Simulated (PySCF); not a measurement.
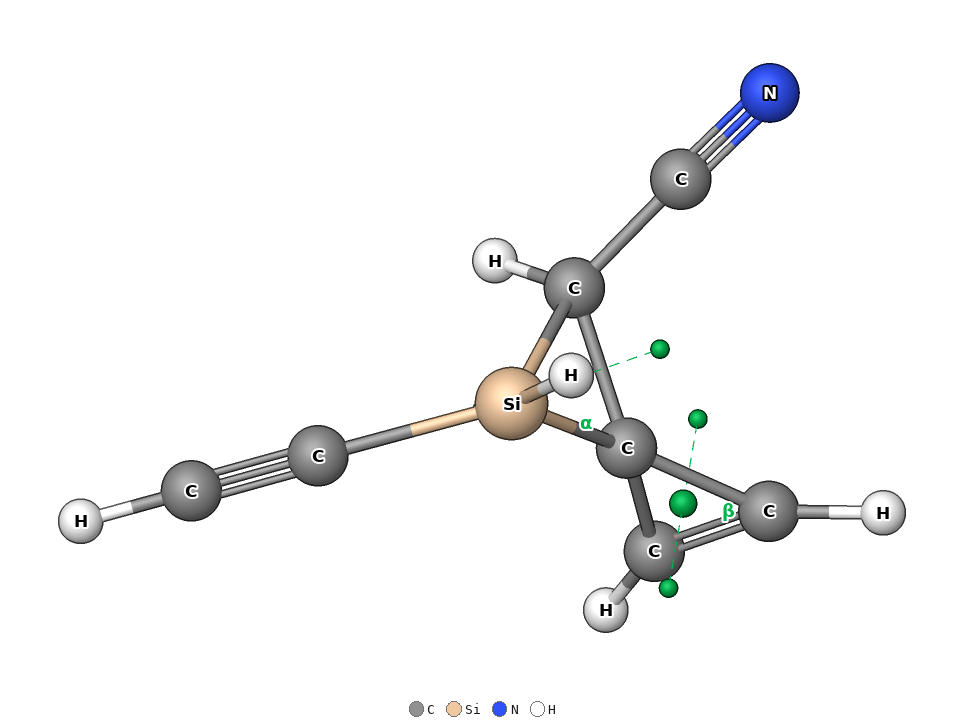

The small points mark where nucleus-independent chemical shifts (NICS) were computed: at the centre of each lettered ring and 1 Å above and below it. The computed structure is the end point of a GFN2-xTB optimisation. No frequency run is at hand to confirm it as a minimum. Properties computed with GIAO PBE0/pcSseg-1 NMR shielding, non-relativistic, gas phase (PySCF 2.14.0).

Give NICS(0), NICS(1) and the out-of-plane component NICS(1)zz for each ring (means of the two sides).

```tsv
ring	members	NICS(0)	NICS(1)	NICS(1)zz
α	C2Si	−19.2	−5.6	−11.5
β	C3	−29.0	−6.0	−13.1
```

Values in ppm.

The geometry is semi-empirical. Around Si such bond lengths and angles can be off by a tenth of an ångström or more and by several degrees, and values that hang on the shape move with them.
